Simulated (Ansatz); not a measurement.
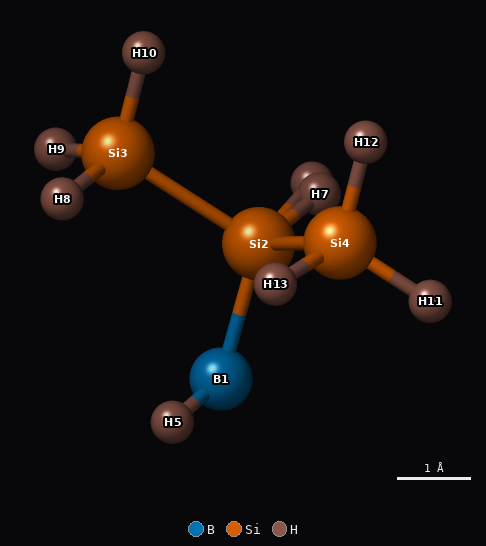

Figure 1. The structure as given in the input (ball-and-stick view, seen at a tilt; atoms are numbered from 1 in the order of the input).

Run report: BSi₃H₉, single-point calculation

The run: single-point calculation of BSi₃H₉. Method and program: UKS SVWN5/STO-3G (Ansatz 0.2.0).

Some settings of this run were made unusual or wrong on purpose. The geometry comes from this level: PBE0-D4/def2-TZVP. Figures and captions count atoms from 1; the log counts them from 0 in places.

## Input file
```yaml
crystal:
  periodic: [false, false, false]
  atoms:
    - {symbol: B, position_ang: [-0.295504, 1.876568, -1.032699]}
    - {symbol: Si, position_ang: [0.433114, 0.065839, -0.650436]}
    - {symbol: Si, position_ang: [1.388364, 0.083356, 1.491183]}
    - {symbol: Si, position_ang: [-1.361318, -1.435039, -0.485128]}
    - {symbol: H, position_ang: [-1.095611, 2.344089, -0.275724]}
    - {symbol: H, position_ang: [1.726614, -0.403675, -1.633842]}
    - {symbol: H, position_ang: [1.426614, -0.453675, -1.633842]}
    - {symbol: H, position_ang: [0.356174, 0.493674, 2.480488]}
    - {symbol: H, position_ang: [2.531024, 1.032647, 1.573620]}
    - {symbol: H, position_ang: [1.878011, -1.276811, 1.843251]}
    - {symbol: H, position_ang: [-2.122168, -1.522356, -1.760760]}
    - {symbol: H, position_ang: [-0.860249, -2.792914, -0.140186]}
    - {symbol: H, position_ang: [-2.282871, -0.975605, 0.588249]}
basis:
  gaussian: {orbitals: STO-3G}
magnetization: {spin_polarized: true, initial_magnetization: 0}
hamiltonian: {xc: {name: SVWN5}}
output: {forces: true}
```

Command:
```bash
ansatz run in.yaml --threads 4 --pin off --events-out ev --progress --plain --max-ram 10444MiB
```

## The program's output
```
Functional definition: SVWN5
  name "SVWN5"
  cite "Dirac, Proc. Camb. Phil. Soc. 26, 376 (1930) doi:10.1017/S0305004100016108"
  cite "Slater, Phys. Rev. 81, 385 (1951) doi:10.1103/PhysRev.81.385"
  cite "Vosko, Wilk & Nusair, Can. J. Phys. 58, 1200 (1980) doi:10.1139/p80-159"
  exchange = slater_x
  correlation = vwn5_c
466 factors; integrals over basis functions are off by at most 5.2e-5 eV
mean field evaluation 1: about -24034.7414 eV, gradient 2.7e1 eV
mean field evaluation 2: about -24013.7349 eV, gradient 4.6e1 eV
mean field evaluation 4: about -24041.9133 eV, gradient 8.5e0 eV
mean field evaluation 8: about -24042.5489 eV, gradient 2.1e0 eV
mean field evaluation 16: about -24042.5072 eV, gradient 2.3e-3 eV
mean field evaluation 32: about -24042.6017 eV, gradient 1.2e-3 eV
mean field evaluation 64: about -24042.4561 eV, gradient 1.1e0 eV
mean field -24042.60171234 eV, -883.5493162677 hartree, gradient 1.1e-5 eV, S^2 0.520246; 11 other end points of the search recorded, 0 dependent functions left out
the calculation of the forces begins
reference -24042.60173685 eV, -883.5493171686 hartree; 28, 28 occupied and 13, 13 virtual orbitals, 466 factors
Total energy: -24042.60173685 eV, -883.5493171686 hartree
Atom 0 at    -0.295504     1.876568    -1.032699 Å, force     0.802285    -2.654397     1.070850 eV/Å
Atom 1 at     0.433114     0.065839    -0.650436 Å, force    -9.283742     4.377884     7.572603 eV/Å
Atom 2 at     1.388364     0.083356     1.491183 Å, force    -0.084851     0.024539    -1.021721 eV/Å
Atom 3 at    -1.361318    -1.435039    -0.485128 Å, force     0.633083     0.596515    -0.263004 eV/Å
Atom 4 at    -1.095611     2.344089    -0.275724 Å, force     0.284510     0.140506    -0.612211 eV/Å
Atom 5 at     1.726614    -0.403675    -1.633842 Å, force   120.954344    17.870597    -3.640979 eV/Å
Atom 6 at     1.426614    -0.453675    -1.633842 Å, force  -113.498850   -20.687969    -2.561745 eV/Å
Atom 7 at     0.356174     0.493674     2.480488 Å, force     0.604345    -0.270824    -0.498357 eV/Å
Atom 8 at     2.531024     1.032647     1.573620 Å, force    -0.652219    -0.568718     0.007935 eV/Å
Atom 9 at     1.878011    -1.276811     1.843251 Å, force    -0.257994     0.781773    -0.096954 eV/Å
Atom 10 at    -2.122168    -1.522356    -1.760760 Å, force     0.422722     0.014472     0.764315 eV/Å
Atom 11 at    -0.860249    -2.792914    -0.140186 Å, force    -0.352460     0.740329    -0.172207 eV/Å
Atom 12 at    -2.282871    -0.975605     0.588249 Å, force     0.428827    -0.364707    -0.548526 eV/Å
Dipole moment:     0.242936    -0.314013    -0.028912 e Å
```

## What the run reported

```json
{"quantity": "outcome", "value": "converged"}
{"quantity": "total energy", "value": "−24042.6017 eV"}
{"quantity": "⟨S²⟩", "value": "0.520"}
{"quantity": "SCF solution under orbital rotations", "value": "stable"}
{"quantity": "largest force (length of the vector)", "value": "122.322 eV/Å"}
{"quantity": "dipole moment", "value": "1.91 D"}
{"quantity": "hardware", "value": "4 threads of Arm Neoverse V2, 23 GiB of memory available, shared host"}
{"quantity": "wall time", "value": "1.3 s (CPU time 4.6 s)"}
{"quantity": "peak memory", "value": "0.49 GiB"}
```

A setting was made wrong on purpose: two atoms are placed far too close. The run converged all the same; its numbers are those of the faulty input and shouldn't be used. ⟨S²⟩ is 0.52 against 0.00 for a pure state: the solution is spin-contaminated.
